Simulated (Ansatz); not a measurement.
# What Ag → Pd does to Ag

Base system: Ag in the fcc (Cu type) structure (space group Fm-3m, No. 225; a = 4.104 Å).

It is then changed as follows: every Ag is replaced by Pd; the structure is relaxed again.

Method: r2SCAN, PAW, 500 eV (Ansatz, a quantum-chemistry and plane-wave program; without spin-orbit coupling). k-mesh 20×20×20 (Γ-centred); smearing 0.05 eV (Fermi–Dirac), for the changed cell.

```tsv
quantity	base	changed	shift
volume per atom	17.28 Å³	14.93 Å³	-2.35 Å³
density	10.37 g/cm³	11.84 g/cm³	+1.47 g/cm³
lattice parameter a	4.104 Å	3.908 Å	-0.196 Å
space group	Fm-3m (No. 225)	Fm-3m (No. 225)	–
shortest interatomic distance	2.902 Å	2.764 Å	-0.138 Å
band gap	zero	zero	–
```

Final structure:

```
Pd
1.0
    0.00000     1.95417     1.95417
    1.95417     0.00000     1.95417
    1.95417     1.95417     0.00000
Pd
1
Direct
  0.00000   0.00000   0.00000
```

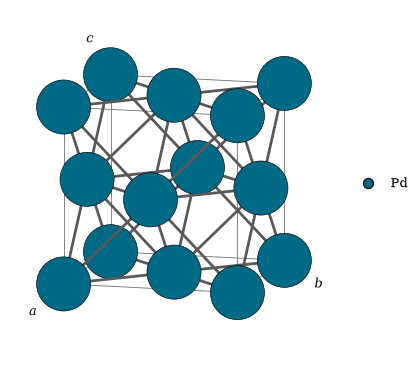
*The relaxed conventional cell after the change*

No phonon test of stability was made. The final runs are not spin-polarised. Pd has a high density of states at the Fermi level and may be magnetic at this level.
